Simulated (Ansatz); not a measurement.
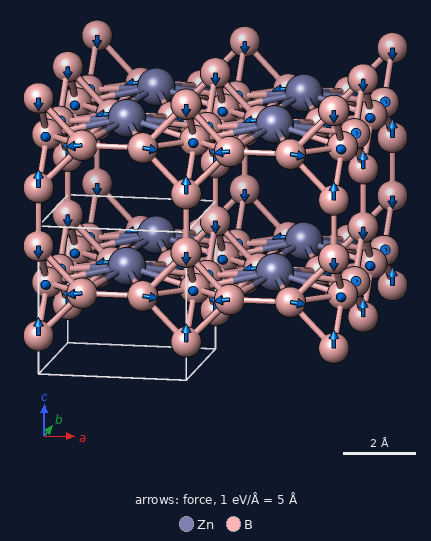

Starting geometry of solid ZnB₆ (a generated structure, set up in P4mm) with the computed forces as blue arrows. Style: ball-and-stick. Shown: the cell of the calculation, repeated 2 × 2 × 2 with one cell outlined, slightly off an axis.

The calculation used DFT PBE, scalar-relativistic, plane waves, PAW (Ansatz). (plane-wave cutoff 420 eV; k-point mesh 10 × 10 × 10; occupations gaussian; smearing width 0.1 eV; no spin polarisation; cell and atoms relaxed; force threshold 0.01 eV/Å; at most 80 steps)

### Is this structure relaxed? If not, where do the atoms go?

It isn't relaxed: the largest force vector, on a B atom, is 0.11 eV/Å. The final displacements have little in common with the starting forces (cosine between the two patterns 0.17). After 5 accepted moves (7 points after the start) the energy has fallen by 1.6 meV per cell of the calculation. Largest force component: 0.11 eV/Å at the start, 0.0018 eV/Å at the end. Pressure: −0.20 GPa at the start and 0.00 GPa at the end. The SCF was repeated twice at an unchanged geometry on a basis and grid sized afresh for the cell, which shifted the energy by 0.2 meV per cell of the calculation at most. The largest move relative to the cell is that of the Zn atom, 0.043 Å along +c. Largest moves by element: Zn 0.043 Å, B 0.008 Å. The drawn cell changes as follows: a = b 4.197 → 4.189 Å (−0.2 %), c 4.221 → 4.229 Å (+0.2 %); the volume changes by −0.2 %. Near-neighbour distances that change, for instance: B–B 1.664 → 1.671 Å, B–Zn 2.298 → 2.303 Å, B–B 1.747 → 1.742 Å, B–B 1.765 → 1.761 Å. The space group stays P4mm (No. 99).
